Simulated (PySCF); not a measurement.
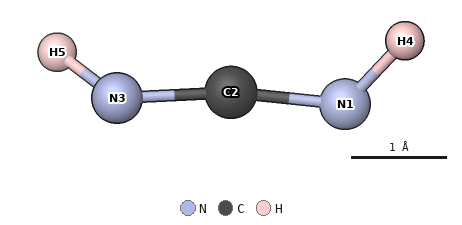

Figure 1. The structure as given in the input (ball-and-stick view, seen at a tilt; atoms are numbered from 1 in the order of the input).

Geometry relaxation, with input and output: CH₂N₂ (part 1 of 3)

CH₂N₂, SMILES N=C=N, computed with BLYP/cc-pVDZ, RKS (PySCF 2.14.0).

The geometry comes from this level: PBE0-D4/def2-TZVP symmetrised. Figures and captions count atoms from 1; the log counts them from 0 in places.

### What the program printed
```
#|     Arguments passed to driver run_optimizer():      |#
convergence_set           GAU_TIGHT
customengine              <pyscf.geomopt.geometric_solver.PySCFEngine object>
maxiter                   60
----------------------------------------------------------
Custom engine selected.
Bonds will be generated from interatomic distances less than 1.20 times sum of covalent radii
15 internal coordinates being used (instead of 15 Cartesians)
Internal coordinate system (atoms numbered from 1):
Distance 1-2
Distance 1-4
Distance 2-3
Distance 3-5
Angle 2-1-4
Angle 2-3-5
LinearAngleX 1-2-3
LinearAngleY 1-2-3
Dihedral 4-1-3-5
Translation-X 1-5
Translation-Y 1-5
Translation-Z 1-5
Rotation-A 1-5
Rotation-B 1-5
Rotation-C 1-5
<class 'geometric.internal.Distance'> : 4
<class 'geometric.internal.Angle'> : 2
<class 'geometric.internal.LinearAngle'> : 2
<class 'geometric.internal.Dihedral'> : 1
<class 'geometric.internal.TranslationX'> : 1
<class 'geometric.internal.TranslationY'> : 1
<class 'geometric.internal.TranslationZ'> : 1
<class 'geometric.internal.RotationA'> : 1
<class 'geometric.internal.RotationB'> : 1
<class 'geometric.internal.RotationC'> : 1
> ===== Optimization Info: ====
> Job type: Energy minimization
> Maximum number of optimization cycles: 60
> Initial / maximum trust radius (Angstrom): 0.100 / 0.300
> Convergence Criteria:
> Will converge when all 5 criteria are reached:
>  |Delta-E| < 1.00e-06
>  RMS-Grad  < 1.00e-05
>  Max-Grad  < 1.50e-05
>  RMS-Disp  < 4.00e-05
>  Max-Disp  < 6.00e-05
> === End Optimization Info ===

Geometry optimization cycle 1
Cartesian coordinates (Angstrom)
 Atom        New coordinates             dX        dY        dZ
   N  -1.212957  -0.023589   0.059007    0.000000  0.000000  0.000000
   C   0.001972   0.033884   0.018349    0.000000  0.000000  0.000000
   N   1.207373  -0.072369  -0.110973   -0.000000  0.000000  0.000000
   H  -1.757785   0.796120  -0.168195    0.000000  0.000000  0.000000
   H   1.811882   0.133574   0.671675    0.000000 -0.000000  0.000000
converged SCF energy = -148.752498384938
--------------- RKS_Scanner gradients ---------------
         x                y                z
0 N     0.0315998845     0.0142946411    -0.0038803191
1 C    -0.0004749882    -0.0075317325    -0.0040673589
2 N    -0.0302528168     0.0073642433     0.0155448544
3 H     0.0077707062    -0.0113242709     0.0032199586
4 H    -0.0085961117    -0.0027605199    -0.0108364563
----------------------------------------------
cycle 1: E = -148.752498385  dE = -148.752  norm(grad) = 0.0538561
Step    0 : Gradient = 2.409e-02/3.490e-02 (rms/max) Energy = -148.7524983849
Hessian Eigenvalues: 2.30000e-02 5.00000e-02 5.00000e-02 ... 4.59492e-01 9.67396e-01 9.67406e-01

Geometry optimization cycle 2
Cartesian coordinates (Angstrom)
 Atom        New coordinates             dX        dY        dZ
   N  -1.234575  -0.026531   0.057775   -0.021618 -0.002942 -0.001232
   C   0.001730   0.038336   0.021229   -0.000243  0.004453  0.002880
   N   1.227504  -0.077301  -0.113033    0.020131 -0.004931 -0.002059
   H  -1.793305   0.802553  -0.174420   -0.035520  0.006433 -0.006226
   H   1.846662   0.128320   0.679335    0.034779 -0.005254  0.007659
converged SCF energy = -148.754625968009
--------------- RKS_Scanner gradients ---------------
         x                y                z
0 N     0.0029765953     0.0048340175    -0.0004526049
1 C    -0.0003221047    -0.0051058553    -0.0027662703
2 N    -0.0024634236     0.0025288907     0.0043915653
3 H    -0.0013232721    -0.0016914460     0.0006100741
4 H     0.0012053134    -0.0005325898    -0.0018007506
----------------------------------------------
cycle 2: E = -148.754625968  dE = -0.00212758  norm(grad) = 0.0103909
Step    1 : Displace = 2.674e-02/3.635e-02 (rms/max) Trust = 1.000e-01 (=) Grad = 4.647e-03/5.816e-03 (rms/max) E (change) = -148.7546259680 (-2.128e-03) Quality = 1.032
Hessian Eigenvalues: 2.29895e-02 4.99965e-02 5.00000e-02 ... 4.59492e-01 9.52022e-01 9.67411e-01

Geometry optimization cycle 3
Cartesian coordinates (Angstrom)
 Atom        New coordinates             dX        dY        dZ
   N  -1.236938  -0.034798   0.062794   -0.002363 -0.008267  0.005019
   C   0.001118   0.042704   0.024064   -0.000612  0.004367  0.002835
   N   1.227555  -0.078258  -0.122115    0.000052 -0.000958 -0.009082
   H  -1.782332   0.804206  -0.174657    0.010973  0.001654 -0.000236
   H   1.834351   0.129521   0.681876   -0.012310  0.001201  0.002542
converged SCF energy = -148.754837126391
--------------- RKS_Scanner gradients ---------------
         x                y                z
0 N     0.0007558543     0.0019318453    -0.0000387932
1 C    -0.0001205911    -0.0018800659    -0.0010203345
2 N    -0.0005076823     0.0011134527     0.0016268711
3 H    -0.0006409060    -0.0007290013     0.0000773803
4 H     0.0005975636    -0.0003969917    -0.0006708672
----------------------------------------------
cycle 3: E = -148.754837126  dE = -0.000211158  norm(grad) = 0.00386682
Step    2 : Displace = 9.874e-03/1.211e-02 (rms/max) Trust = 1.414e-01 (+) Grad = 1.729e-03/2.142e-03 (rms/max) E (change) = -148.7548371264 (-2.112e-04) Quality = 1.403
Hessian Eigenvalues: 2.34069e-02 4.98281e-02 5.00000e-02 ... 4.59492e-01 9.60584e-01 9.67432e-01

Geometry optimization cycle 4
Cartesian coordinates (Angstrom)
 Atom        New coordinates             dX        dY        dZ
   N  -1.239329  -0.042329   0.063804   -0.002391 -0.007532  0.001010
   C  -0.000465   0.042088   0.024639   -0.001583 -0.000616  0.000574
   N   1.226095  -0.082669  -0.127728   -0.001460 -0.004410 -0.005613
   H  -1.772388   0.807328  -0.169731    0.009944  0.003122  0.004926
   H   1.822130   0.135313   0.683335   -0.012221  0.005793  0.001459
converged SCF energy = -148.754880856368
--------------- RKS_Scanner gradients ---------------
         x                y                z
0 N    -0.0000796159    -0.0000965653    -0.0000816035
1 C     0.0000190710     0.0002230157     0.0001108778
2 N     0.0001167349    -0.0000866985    -0.0000719230
3 H     0.0000384198     0.0000075411     0.0000050236
4 H    -0.0000063043    -0.0000000926     0.0000121240
----------------------------------------------
cycle 4: E = -148.754880856  dE = -4.373e-05  norm(grad) = 0.000335824
Step    3 : Displace = 9.160e-03/1.288e-02 (rms/max) Trust = 2.000e-01 (+) Grad = 1.502e-04/2.498e-04 (rms/max) E (change) = -148.7548808564 (-4.373e-05) Quality = 0.968
Hessian Eigenvalues: 2.34703e-02 4.91286e-02 5.00000e-02 ... 4.59492e-01 9.60390e-01 9.67425e-01

Geometry optimization cycle 5
Cartesian coordinates (Angstrom)
 Atom        New coordinates             dX        dY        dZ
   N  -1.240166  -0.042698   0.064627   -0.000837 -0.000368  0.000823
   C  -0.001378   0.041194   0.024676   -0.000913 -0.000894  0.000038
   N   1.225146  -0.082878  -0.127782   -0.000949 -0.000209 -0.000053
   H  -1.773413   0.806789  -0.169011   -0.001025 -0.000540  0.000720
   H   1.821469   0.134975   0.683071   -0.000661 -0.000338 -0.000264
converged SCF energy = -148.754881061717
--------------- RKS_Scanner gradients ---------------
         x                y                z
0 N     0.0000108709    -0.0000137110    -0.0000540101
1 C     0.0000252623     0.0000762508     0.0000305623
2 N     0.0000245870    -0.0000075817    -0.0000077957
3 H     0.0000154070     0.0000017793     0.0000020504
4 H     0.0000115028    -0.0000089168     0.0000032000
----------------------------------------------
cycle 5: E = -148.754881062  dE = -2.05348e-07  norm(grad) = 0.000108624
Step    4 : Displace = 2.610e-04/4.764e-04 (rms/max) Trust = 2.828e-01 (+) Grad = 4.858e-05/8.594e-05 (rms/max) E (change) = -148.7548810617 (-2.053e-07) Quality = 0.712
Hessian Eigenvalues: 1.61995e-02 2.41749e-02 4.99995e-02 ... 4.59585e-01 9.67030e-01 9.82497e-01

Geometry optimization cycle 6
Cartesian coordinates (Angstrom)
 Atom        New coordinates             dX        dY        dZ
   N  -1.243327  -0.044577   0.067394   -0.003161 -0.001879  0.002767
   C  -0.004659   0.038547   0.025161   -0.003281 -0.002647  0.000485
   N   1.221780  -0.084151  -0.128280   -0.003366 -0.001273 -0.000498
   H  -1.776559   0.804947  -0.166182   -0.003147 -0.001842  0.002829
   H   1.818572   0.134012   0.682154   -0.002898 -0.000963 -0.000918
converged SCF energy = -148.754880961209
--------------- RKS_Scanner gradients ---------------
         x                y                z
0 N     0.0001175136     0.0000846948     0.0000033514
1 C     0.0000117619    -0.0001416037    -0.0000893838
2 N    -0.0000716890     0.0001042342     0.0000471610
3 H     0.0000016688     0.0000124771    -0.0000044736
4 H     0.0000266313    -0.0000099985     0.0000155238
----------------------------------------------
cycle 6: E = -148.754880961  dE = 1.00507e-07  norm(grad) = 0.000261974
Step    5 : Displace = 6.060e-04/1.032e-03 (rms/max) Trust = 2.828e-01 (=) Grad = 1.172e-04/1.679e-04 (rms/max) E (change) = -148.7548809612 (+1.005e-07) Quality = -0.186
Hessian Eigenvalues: 5.75516e-03 2.39629e-02 4.99995e-02 ... 4.64455e-01 9.67483e-01 1.01625e+00

Geometry optimization cycle 7
Cartesian coordinates (Angstrom)
 Atom        New coordinates             dX        dY        dZ
   N  -1.246362  -0.046510   0.069870   -0.003034 -0.001933  0.002476
   C  -0.007745   0.036490   0.025916   -0.003085 -0.002057  0.000755
   N   1.218597  -0.085612  -0.128718   -0.003183 -0.001461 -0.000439
   H  -1.779657   0.803067  -0.163479   -0.003097 -0.001881  0.002703
   H   1.815908   0.133005   0.681231   -0.002664 -0.001007 -0.000923
converged SCF energy = -148.754880795621
--------------- RKS_Scanner gradients ---------------
         x                y                z
0 N     0.0001141723     0.0000982966     0.0000286587
1 C     0.0000181007    -0.0002024635    -0.0001247145
2 N    -0.0000734727     0.0001347052     0.0000491222
3 H     0.0000018004     0.0000272301    -0.0000084588
4 H     0.0000239726    -0.0000066509     0.0000257428
----------------------------------------------
cycle 7: E = -148.754880796  dE = 1.65589e-07  norm(grad) = 0.000329312
Step    6 : Displace = 3.077e-04/4.220e-04 (rms/max) Trust = 3.030e-04 (-) Grad = 1.473e-04/2.385e-04 (rms/max) E (change) = -148.7548807956 (+1.656e-07) Quality = -0.324
Hessian Eigenvalues: 9.70557e-04 2.37984e-02 4.99994e-02 ... 4.75249e-01 9.67619e-01 9.80654e-01

Geometry optimization cycle 8
Cartesian coordinates (Angstrom)
 Atom        New coordinates             dX        dY        dZ
   N  -1.249598  -0.048651   0.072388   -0.003237 -0.002141  0.002518
   C  -0.010999   0.034688   0.026971   -0.003254 -0.001802  0.001054
   N   1.215220  -0.087349  -0.129114   -0.003377 -0.001738 -0.000395
   H  -1.783097   0.800922  -0.160621   -0.003441 -0.002144  0.002858
   H   1.813214   0.131806   0.680211   -0.002694 -0.001198 -0.001020
converged SCF energy = -148.754880820696
--------------- RKS_Scanner gradients ---------------
         x                y                z
0 N     0.0000444123     0.0000610131     0.0000316335
1 C     0.0000248290    -0.0001570935    -0.0001042221
2 N    -0.0000105696     0.0001111219     0.0000171557
3 H     0.0000124508     0.0000389732    -0.0000102538
4 H     0.0000123184    -0.0000020293     0.0000339596
----------------------------------------------
cycle 8: E = -148.754880821  dE = -2.50751e-08  norm(grad) = 0.000242271
Step    7 : Displace = 1.415e-04/1.909e-04 (rms/max) Trust = 1.515e-04 (-) Grad = 1.083e-04/1.902e-04 (rms/max) E (change) = -148.7548808207 (-2.508e-08) Quality = 0.030
Poor-quality step dominated by net translation/rotation detected; will project out net forces and torques past this point.
Hessian Eigenvalues: 2.83668e-04 2.37795e-02 4.99576e-02 ... 4.59771e-01 9.67936e-01 1.07466e+00

Geometry optimization cycle 9
Cartesian coordinates (Angstrom)
 Atom        New coordinates             dX        dY        dZ
   N  -1.249702  -0.048717   0.072411   -0.000104 -0.000065  0.000023
   C  -0.011093   0.034831   0.027122   -0.000094  0.000142  0.000152
   N   1.215112  -0.087459  -0.129075   -0.000108 -0.000110  0.000039
   H  -1.783335   0.800765  -0.160564   -0.000238 -0.000157  0.000057
   H   1.813247   0.131677   0.680137    0.000034 -0.000130 -0.000074
converged SCF energy = -148.754880904895
--------------- RKS_Scanner gradients ---------------
         x                y                z
0 N     0.0000172305     0.0000495587     0.0000192282
1 C     0.0000188138    -0.0001124819    -0.0000804964
2 N     0.0000211660     0.0000904833     0.0000108683
3 H     0.0000181673     0.0000287880    -0.0000079089
4 H     0.0000081672    -0.0000046368     0.0000264193
----------------------------------------------
cycle 9: E = -148.754880905  dE = -8.41988e-08  norm(grad) = 0.000182673
Step    8 : Displace = 1.475e-04/2.351e-04 (rms/max) Trust = 7.076e-05 (-) Grad = 8.004e-05/1.439e-04 (rms/max) E (change) = -148.7548809049 (-8.420e-08) Quality = 0.706
Hessian Eigenvalues: 2.66987e-04 2.35640e-02 4.90800e-02 ... 4.60125e-01 9.66222e-01 1.08473e+00

Geometry optimization cycle 10
Cartesian coordinates (Angstrom)
 Atom        New coordinates             dX        dY        dZ
   N  -1.249697  -0.048702   0.072373    0.000005  0.000014 -0.000038
   C  -0.011085   0.034925   0.027176    0.000008  0.000094  0.000054
   N   1.215113  -0.087482  -0.129052    0.000001 -0.000022  0.000023
   H  -1.783385   0.800740  -0.160584   -0.000050 -0.000025 -0.000020
   H   1.813316   0.131635   0.680107    0.000069 -0.000042 -0.000031
converged SCF energy = -148.754880934706
--------------- RKS_Scanner gradients ---------------
         x                y                z
0 N     0.0000103224     0.0000465010     0.0000123746
1 C     0.0000118012    -0.0000942295    -0.0000691041
2 N     0.0000338215     0.0000817032     0.0000088087
3 H     0.0000207707     0.0000233224    -0.0000064610
4 H     0.0000068994    -0.0000057295     0.0000224462
```
